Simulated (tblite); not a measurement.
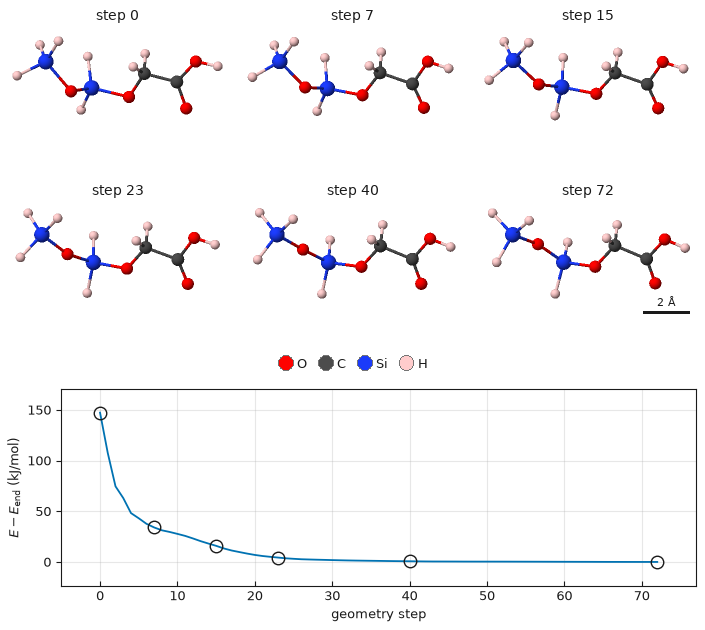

Frames of a relaxation of C$_{2}$H$_{8}$O$_{4}$Si$_{2}$, marked on the history of the run. The picture is a ball-and-stick view, seen from a free direction.

All numbers below come from GFN2-xTB geometry optimisation, gas phase in tblite 0.8.0. 

### What happens along the run?

The energy falls by 147.3 kJ/mol in 72 geometry steps. The largest move after the best rigid fit is that of an O atom, 1.29 Å. By element the largest moves are O 1.29 Å, H 1.12 Å, Si 0.27 Å, C 0.18 Å. Among the contacts that change: Si–Si 2.846 → 3.207 Å, O–Si 1.719 → 1.619 Å, C–O 1.284 → 1.195 Å, C–O 1.383 → 1.342 Å. Among the angles between lasting bonds that change: Si–O–Si 112.2° → 164.0°, C–O–Si 113.0° → 130.8°, C–O–H 122.9° → 110.1°. Groups turn about C–O by about 25°. The run took 0.41 s on 1 thread of Arm Neoverse V2, on a shared host. From step 0 to 7: O and H atoms move most (0.23 Å), energy −113.3 kJ/mol. From step 7 to 15: H atoms move most (0.30 Å), energy −18.1 kJ/mol. From step 15 to 23: an H atom moves most (0.36 Å), energy −11.6 kJ/mol. From step 23 to 40: an H atom moves most (0.32 Å), energy −3.65 kJ/mol. From step 40 to 72: an O atom moves most (0.30 Å), energy −0.67 kJ/mol.

```tsv
step	E − E(0), kJ/mol
0	0.00
1	-39.85
2	-72.72
3	-84.25
4	-99.10
5	-104.20
6	-109.66
7	-113.28
8	-116.09
9	-117.71
10	-119.60
13	-126.77
17	-135.98
20	-140.36
23	-142.96
26	-144.62
30	-145.45
33	-145.92
36	-146.24
39	-146.53
43	-146.84
46	-146.89
49	-146.95
52	-146.97
56	-147.04
59	-147.10
62	-147.16
65	-147.22
69	-147.27
72	-147.28
```
